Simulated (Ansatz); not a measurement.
Input file:

```
crystal:
  periodic: [false, false, false]
  atoms:
    - { symbol: C, position_ang: [-0.9405, 0.8364, -1.0565] }
    - { symbol: C, position_ang: [-0.8193, -0.4286, -0.8742] }
    - { symbol: Al, position_ang: [0.4082, -1.1062, 0.4736] }
    - { symbol: "N", position_ang: [1.5153, 0.1273, 1.5566] }
    - { symbol: H, position_ang: [-1.6843, 1.2219, -1.8411] }
    - { symbol: H, position_ang: [-0.4417, 1.6283, -0.4828] }
    - { symbol: H, position_ang: [-1.3454, -1.1388, -1.4662] }
    - { symbol: H, position_ang: [0.6597, -2.664, 0.6847] }
    - { symbol: H, position_ang: [1.48537, -0.33916, 2.57077] }
    - { symbol: H, position_ang: [2.44226, 0.04141, 1.23135] }
basis:
  gaussian: { orbitals: "6-31G" }
hamiltonian:
  xc: b3lyp
  dispersion: d4
relax:
  f_tol: 0.015
  max_steps: 40
output:
  orbitals: {}
```

Command:

```sh
ansatz run input.yaml --threads 1 --pin off --max-ram 2048MiB --backend cpu --events-out ev --progress --plain --runs-dir out
```

The fields are those of the relaxed geometry.

These are results of RKS B3LYP-D4/6-31G in Ansatz, not measurements.

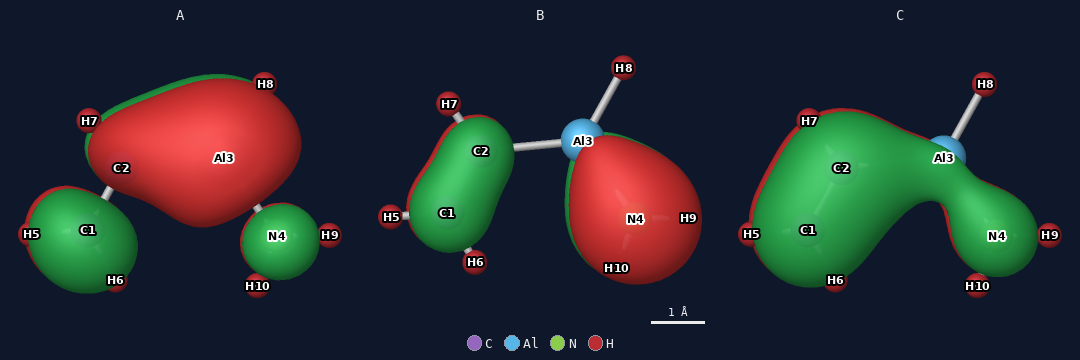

C2H6AlN. Three frontier orbitals at ±0.08 Å⁻³ᐟ² (green and red are the two phases), in no order.

**Order the three orbitals by energy and name them.**

C is the HOMO−1 (−7.49 eV). Its weight (Hirshfeld) is mainly on C2 (about 35 %), C1 (about 35 %) and N4 (about 10 %); it changes sign across the molecular plane (π type); π-bonding across C1–C2 and Al3–N4. B is the HOMO (−6.68 eV). It lies mainly on N4 (about 65 %), C1 (about 10 %) and C2 (about 5 %); it changes sign across the molecular plane (π type). A is the LUMO (−0.94 eV). By Hirshfeld shares it lies mainly on Al3 (about 45 %), C1 (about 25 %), C2 (about 15 %) and N4 (about 10 %); it changes sign across the molecular plane (π type); π-bonding across C2–Al3; π-antibonding (a node) across C1–C2.

**What is the HOMO–LUMO gap?**

5.74 eV between the orbital energies.
